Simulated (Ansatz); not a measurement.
# GeH (quartet): correlated methods under varied settings at distance Ge1–H2 = 2.196 Å

Aim: run GeH (quartet) at one geometry under a spread of methods and options, and see what each costs and gives.

The runs use Ansatz 0.2.0, Gaussian basis; the settings change from run to run.

18 further runs of the same task are left out: 2 for a mislabelled method, 10 that didn't finish, 6 set aside as unsound or not needed.

## 1. The system

The geometry derives from a PBE0/def2-TZVP stationary point (not a proven minimum). One bond is set to the value named and the two fragments are kept rigid. No spin-orbit coupling is included. The filled d shell of Ge may be among the frozen orbitals whatever the setting's name suggests; the logs give the count.

2 atoms, charge 0, spin multiplicity 4.

Atoms are counted from 1 here; the program's logs count them from 0.

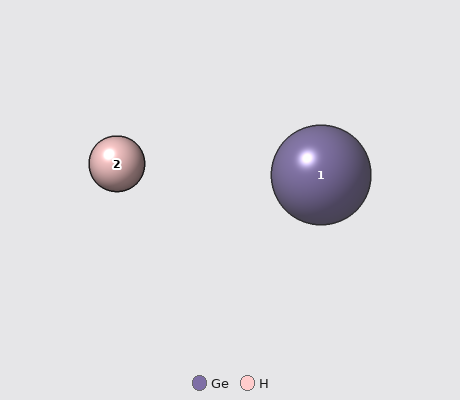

The geometry (germanium purple, hydrogen pink); atoms are numbered from 1 in the order of the file.

## 2. NEVPT2(7,5)/6-31G

Input file in.yaml:

```yaml
crystal:
  periodic: [false, false, false]
  atoms:
    - {symbol: Ge, position_ang: [0.000000, 0.000000, 0.000000]}
    - {symbol: H, position_ang: [0.000000, 0.000000, 2.196000]}
basis:
  gaussian: {orbitals: 6-31G}
magnetization: {spin_polarized: false, initial_magnetization: 3}
correlation: {method: sc_nevpt2, electrons: all, active_space: {window: {electrons: 7, orbitals: 5}, states: [{multiplicity: 4, weights: [1, 1, 1]}]}}
accuracy: high
```

Launch:

```console
$ ansatz run in.yaml --threads 1 --pin off --events-out ev --progress --plain --max-ram 2393MiB
```

The log of the run:

```text
Functional definition: HF
  name "HF"
  cite "Fock, Z. Phys. 61, 126 (1930) doi:10.1007/BF01340294"
  parent pbe
  exchange = exact_x
  correlation = 0
431 factors; integrals over basis functions are off by at most 3.7e-9 eV
mean field evaluation 1: about -56476.0574 eV, gradient 5.8e0 eV
mean field evaluation 2: about -56476.0667 eV, gradient 5.8e0 eV
mean field evaluation 4: about -56476.8691 eV, gradient 1.1e0 eV
mean field evaluation 8: about -56476.9110 eV, gradient 1.9e-1 eV
mean field evaluation 16: about -56476.1846 eV, gradient 2.3e0 eV
mean field -56476.91150153 eV, -2075.4882162556 hartree, gradient 5.5e-8 eV, S^2 3.750000; 2 other end points of the search recorded, 0 dependent functions left out
reference -56476.91150153 eV, -2075.4882162556 hartree; 18, 15 occupied and 13, 16 virtual orbitals, 431 factors
state -56476.55480151 eV, -2075.4751077719 hartree
state -56471.64956566 eV, -2075.2948436793 hartree
state -56469.08596802 eV, -2075.2006332034 hartree
state -56476.55480151 eV, -2075.4751077719 hartree; corrected -56482.76395578 eV, -2075.7032899826 hartree
state -56471.64956566 eV, -2075.2948436793 hartree; corrected -56478.52783591 eV, -2075.5476154485 hartree
state -56469.08596802 eV, -2075.2006332034 hartree; corrected -56474.98548055 eV, -2075.4174362903 hartree
WARN: 1 active orbitals are nearly empty or full. The corrections depend on them more than the energy does, and are more stable in an active space without them
Total energy: -56478.75909075 eV, -2075.5561139071 hartree
```

Run time: 0.96 s. Hardware: 1 thread of AMD EPYC 9R14, shared host.

From the report: 6 determinants; active occupations (of the averaged states) 2.00, 1.33, 1.33, 1.33, 1.00. The report marks this result as in doubt.

## 3. CCSD(T)/cc-pVTZ

Input file in.yaml:

```yaml
crystal:
  periodic: [false, false, false]
  atoms:
    - {symbol: Ge, position_ang: [0.000000, 0.000000, 0.000000]}
    - {symbol: H, position_ang: [0.000000, 0.000000, 2.196000]}
basis:
  gaussian: {orbitals: cc-pVTZ}
magnetization: {spin_polarized: true, initial_magnetization: 3}
hamiltonian: {xc: {name: r2SCAN}}
correlation: {method: ccsd_t, electrons: outside_noble_gas, diis_vectors: 1}
```

The command is unchanged.

The log of the run (excerpt; [...] marks lines left out):

```text
Functional definition: r2SCAN
  name "r2SCAN"
  cite "Furness, Kaplan, Ning, Perdew & Sun, J. Phys. Chem. Lett. 11, 8208 (2020) doi:10.1021/acs.jpclett.0c02405"
  cite "Furness, Kaplan, Ning, Perdew & Sun, J. Phys. Chem. Lett. 11, 9248 (2020) doi:10.1021/acs.jpclett.0c03077"
  parent r2scan
[...]
360 factors; integrals over basis functions are off by at most 1.2e-3 eV
[...]
mean field -56530.61936843 eV, -2077.4619439596 hartree, gradient 2.5e-7 eV, S^2 3.759709; 0 other end points of the search recorded, 0 dependent functions left out
14 core orbitals not correlated: weight in the atoms' cores, before any rotation towards them, 0.999 or more for the frozen orbitals, at most 0.000 for the correlated occupied ones
reference -56486.76580495 eV, -2075.8503552269 hartree; 4, 1 occupied and 39, 42 virtual orbitals, 360 factors
second order -1.61971774 eV of doubles, -0.12315998 eV of singles
cycle   1  -2.02028960 eV  change   -2.8e-1 eV  update   4.8e-2
[...]
cycle  19  -2.14913748 eV  change   -6.3e-7 eV  update   2.9e-6
perturbative correction -0.07131024 eV, -0.0026206031 hartree
Total energy: -56488.98625267 eV, -2075.9319551754 hartree
```

Wall time 1.8 s (1 thread of AMD EPYC 9R14, shared host).

From the report: ⟨S²⟩ of the determinant 3.760 (pure quartet: 3.75); correlation -2.2204 eV; T1 0.018; largest double amplitude 0.10. The orbitals are Kohn-Sham ones, so correlation energy and T1 don't compare with those on Hartree-Fock orbitals.

## 4. CCSD(T) on ROHF/cc-pVTZ-DK

Input file in.yaml:

```yaml
crystal:
  periodic: [false, false, false]
  atoms:
    - {symbol: Ge, position_ang: [0.000000, 0.000000, 0.000000]}
    - {symbol: H, position_ang: [0.000000, 0.000000, 2.196000]}
basis:
  gaussian: {orbitals: cc-pVTZ-DK, point_charges: [{charge: 1.00, position_ang: [3.136, 0.604, -0.847]}]}
magnetization: {spin_polarized: false, initial_magnetization: 3}
hamiltonian: {pseudopotentials: {relativity: none}}
correlation: {method: ccsd_t, electrons: outside_noble_gas}
```

Same command.

The log of the run (excerpt; [...] marks lines left out):

```text
Functional definition: HF
  name "HF"
  cite "Fock, Z. Phys. 61, 126 (1930) doi:10.1007/BF01340294"
  parent pbe
[...]
362 factors; integrals over basis functions are off by at most 1.2e-3 eV
[...]
mean field -56130.30923073 eV, -2062.7508177391 hartree, gradient 1.3e-6 eV, S^2 3.750000; 3 other end points of the search recorded, 0 dependent functions left out
[...]
determinant -56130.30923073 eV, -2062.7508177391 hartree, with singles and doubles -56132.41187042 eV, -2062.8280883226 hartree
determinant -56128.94294770 eV, -2062.7006077638 hartree, with singles and doubles -56130.95342830 eV, -2062.7744915631 hartree
14 core orbitals not correlated: weight in the atoms' cores, before any rotation towards them, 1.000 or more for the frozen orbitals, at most 0.000 for the correlated occupied ones
reference -56130.30923073 eV, -2062.7508177391 hartree; 4, 1 occupied and 39, 42 virtual orbitals, 362 factors
second order -1.55300427 eV of doubles, -0.06206859 eV of singles
cycle   1  -2.07191329 eV  change   -1.5e-1 eV  update   1.7e-2
[...]
cycle  10  -2.08444102 eV  change   -2.4e-6 eV  update   6.1e-6
perturbative correction -0.06836969 eV, -0.0025125399 hartree
WARN: the results are in doubt because the basis set is contracted for relativity, which is off
Total energy: -56132.46204144 eV, -2062.8299320734 hartree
In doubt: the basis set is contracted for relativity, which is off
```

Run time: 0.99 s. Hardware: 1 thread of AMD EPYC 9R14, shared host.

From the report: correlation -2.1528 eV; T1 0.039; largest double amplitude 0.10. Mind the lines of doubt at the end of the log.

## 5. BCCD(T) on UHF/cc-pVTZ-DK

Input file in.yaml:

```yaml
crystal:
  periodic: [false, false, false]
  atoms:
    - {symbol: Ge, position_ang: [0.000000, 0.000000, 0.000000]}
    - {symbol: H, position_ang: [0.000000, 0.000000, 2.196000]}
basis:
  gaussian: {orbitals: cc-pVTZ-DK}
magnetization: {spin_polarized: true, initial_magnetization: 3}
correlation: {method: bccd_t, electrons: outside_noble_gas}
```

Launched as before.

The log of the run (excerpt; [...] marks lines left out):

```text
Functional definition: HF
  name "HF"
  cite "Fock, Z. Phys. 61, 126 (1930) doi:10.1007/BF01340294"
  parent pbe
[...]
360 factors; integrals over basis functions are off by at most 1.2e-3 eV
[...]
mean field -57077.74366813 eV, -2097.5683911195 hartree, gradient 3.9e-6 eV, S^2 3.771794; 3 other end points of the search recorded, 0 dependent functions left out
determinant -57077.74366813 eV, -2097.5683911195 hartree, with singles and doubles -57079.70972897 eV, -2097.6406425226 hartree
determinant -57076.39499492 eV, -2097.5188282933 hartree, with singles and doubles -57078.30282988 eV, -2097.5889399349 hartree
14 core orbitals not correlated: weight in the atoms' cores, before any rotation towards them, 1.000 or more for the frozen orbitals, at most 0.000 for the correlated occupied ones
reference -57077.74366813 eV, -2097.5683911195 hartree; 4, 1 occupied and 39, 42 virtual orbitals, 360 factors
second order -1.49467942 eV of doubles, -0.00000000 eV of singles
cycle   1  -1.94211402 eV  change   -1.5e-1 eV  update   1.7e-2
[...]
cycle  11  -1.94722633 eV  change   -1.2e-6 eV  update   1.7e-6
perturbative correction -0.06695071 eV, -0.0024603933 hartree
Total energy: -57079.75784518 eV, -2097.6424107607 hartree
Relativity: scalar
```

Wall time 1.2 s (1 thread of AMD EPYC 9R14, shared host).

From the report: ⟨S²⟩ of the determinant 3.772 (pure quartet: 3.75); correlation -2.0142 eV; largest double amplitude 0.09.

## 6. CCSD(T) on UHF/aug-cc-pVDZ

Input file in.yaml:

```yaml
crystal:
  periodic: [false, false, false]
  atoms:
    - {symbol: Ge, position_ang: [0.000000, 0.000000, 0.000000]}
    - {symbol: H, position_ang: [0.000000, 0.000000, 2.196000]}
basis:
  gaussian: {orbitals: aug-cc-pVDZ}
magnetization: {spin_polarized: true, initial_magnetization: 3}
correlation: {method: ccsd_t, electrons: valence, diis_vectors: 2}
accuracy: high
```

Launched as before.

The log of the run (excerpt; [...] marks lines left out):

```text
Functional definition: HF
  name "HF"
  cite "Fock, Z. Phys. 61, 126 (1930) doi:10.1007/BF01340294"
  parent pbe
[...]
771 factors; integrals over basis functions are off by at most 4.4e-9 eV
[...]
mean field -56485.29791980 eV, -2075.7964114427 hartree, gradient 3.5e-8 eV, S^2 3.775824; 5 other end points of the search recorded, 0 dependent functions left out
determinant -56485.29791980 eV, -2075.7964114427 hartree, with singles and doubles -56487.52258534 eV, -2075.8781663931 hartree
determinant -56483.94009374 eV, -2075.7465122551 hartree, with singles and doubles -56486.10385656 eV, -2075.8260290723 hartree
9 core orbitals not correlated: weight in the atoms' cores, before any rotation towards them, 1.000 or more for the frozen orbitals, at most 0.000 for the correlated occupied ones
reference -56485.29791980 eV, -2075.7964114427 hartree; 9, 6 occupied and 27, 30 virtual orbitals, 771 factors
second order -1.73071718 eV of doubles, -0.00000000 eV of singles
cycle   1  -2.22488091 eV  change   -8.9e-2 eV  update   1.6e-2
[...]
cycle  32  -2.23716950 eV  change  -7.6e-10 eV  update   1.1e-9
perturbative correction -0.06783646 eV, -0.0024929438 hartree
Total energy: -56487.60292576 eV, -2075.8811188494 hartree
```

Wall time 2.2 s (1 thread of AMD EPYC 9R14, shared host).

From the report: ⟨S²⟩ of the determinant 3.776 (pure quartet: 3.75); correlation -2.3050 eV; T1 0.014; largest double amplitude 0.07.

## 7. BCCD(T) on ROHF/cc-pVDZ

Input file in.yaml:

```yaml
crystal:
  periodic: [false, false, false]
  atoms:
    - {symbol: Ge, position_ang: [0.000000, 0.000000, 0.000000]}
    - {symbol: H, position_ang: [0.000000, 0.000000, 2.196000]}
basis:
  gaussian: {orbitals: cc-pVDZ}
magnetization: {spin_polarized: false, initial_magnetization: 3}
correlation: {method: bccd_t, electrons: all}
output: {forces: true}
```

The command is unchanged.

The log of the run (excerpt; [...] marks lines left out):

```text
Functional definition: HF
  name "HF"
  cite "Fock, Z. Phys. 61, 126 (1930) doi:10.1007/BF01340294"
  parent pbe
[...]
371 factors; integrals over basis functions are off by at most 1.7e-3 eV
[...]
mean field -56485.12577054 eV, -2075.7900850740 hartree, gradient 2.9e-6 eV, S^2 3.750000; 3 other end points of the search recorded, 0 dependent functions left out
[...]
determinant -56485.12577054 eV, -2075.7900850740 hartree, with singles and doubles -56487.55245688 eV, -2075.8792641521 hartree
determinant -56483.79498635 eV, -2075.7411796570 hartree, with singles and doubles -56486.12031103 eV, -2075.8266337628 hartree
reference -56485.12577054 eV, -2075.7900850740 hartree; 18, 15 occupied and 14, 17 virtual orbitals, 371 factors
second order -1.87769818 eV of doubles, -0.07307278 eV of singles
cycle   1  -2.42966047 eV  change   -3.0e-3 eV  update   9.1e-3
[...]
cycle  13  -2.42191670 eV  change   -1.8e-7 eV  update   2.5e-7
perturbative correction -0.07156538 eV, -0.0026299791 hartree
[...]
Total energy: -56487.61925262 eV, -2075.8817188501 hartree
Atom 0 at     0.000000     0.000000     0.000000 Å, force    -0.000000     0.000000     0.855598 eV/Å
Atom 1 at     0.000000     0.000000     2.196000 Å, force     0.000000    -0.000000    -0.855598 eV/Å
Dipole moment:    -0.000000     0.000000     0.081886 e Å
```

Wall time 6 s (1 thread of AMD EPYC 9R14, shared host).

From the report: correlation -2.4935 eV; largest double amplitude 0.11.

## 8. All runs side by side

Where basis and cores are those of an earlier FCI/cc-pVTZ run (-56489.2310 eV), and the state is the same kind, the miss against it is given. † marks a result that the program doubts.

| level | correlated | functions | energy (eV) | from FCI (meV) | time |
| --- | --- | --- | --- | --- | --- |
| NEVPT2(7,5)/6-31G (mean of several states) † | all | 31 | -56478.7591 |  | 0.96 s |
| CCSD(T)/cc-pVTZ (on r2SCAN orbitals) | outside noble gas | 57 | -56488.9863 | 244.7 | 1.8 s |
| CCSD(T) on ROHF/cc-pVTZ-DK (beside a point charge) † | outside noble gas | 57 | -56132.4620 |  | 0.99 s |
| BCCD(T) on UHF/cc-pVTZ-DK | outside noble gas | 57 | -57079.7578 |  | 1.2 s |
| CCSD(T) on UHF/aug-cc-pVDZ | valence | 45 | -56487.6029 |  | 2.2 s |
| BCCD(T) on ROHF/cc-pVDZ | all | 32 | -56487.6193 |  | 6 s |

## 9. Results

| quantity | value |
| --- | --- |
| runs | 6 |
| quickest | NEVPT2(7,5)/6-31G (mean of several states) †, 0.96 s |
| slowest | BCCD(T) on ROHF/cc-pVDZ, 6 s |

Total energies in different bases, with other cores or another treatment of relativity can't be set against each other. BCCD(T) on ROHF/cc-pVDZ took 6 times as long as NEVPT2(7,5)/6-31G (mean of several states) †; the jobs differ in more than the method. Cores frozen from Kohn-Sham orbitals shift the total energy.
